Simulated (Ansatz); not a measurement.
The figure comes from a scan of ZrSiS (space group P4/nmm): the cell is scaled evenly about its relaxed volume V₀. The numbers are results of PBEsol (plane waves to 420 eV, PAW, scalar-relativistic; Ansatz, an electronic-structure program), not measurements. k mesh 13×13×6 (Γ-centred), Fermi-Dirac smearing 0.05 eV. E stands for the smeared free energy. ZrSiS is run without spin polarisation. ZrSiS was relaxed with its symmetry unable to fall. The zero of ΔE is the relaxed starting cell.

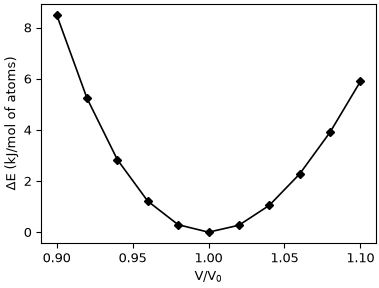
Figure. ΔE (kJ/mol of atoms) against V/V₀; markers are the computed points, lines only join them.

Task: List the plotted points as numbers.

Result: To the nearest 0.2:

```tsv
V/V₀	ΔE (kJ/mol of atoms)
0.900	8.6
0.920	5.2
0.940	2.8
0.960	1.2
0.980	0.2
1.000	0.0
1.020	0.2
1.040	1.0
1.060	2.2
1.080	4.0
1.100	5.8
```

(A scan under strain: stresses follow from slopes of the energy per volume, elastic moduli from its curvatures.)
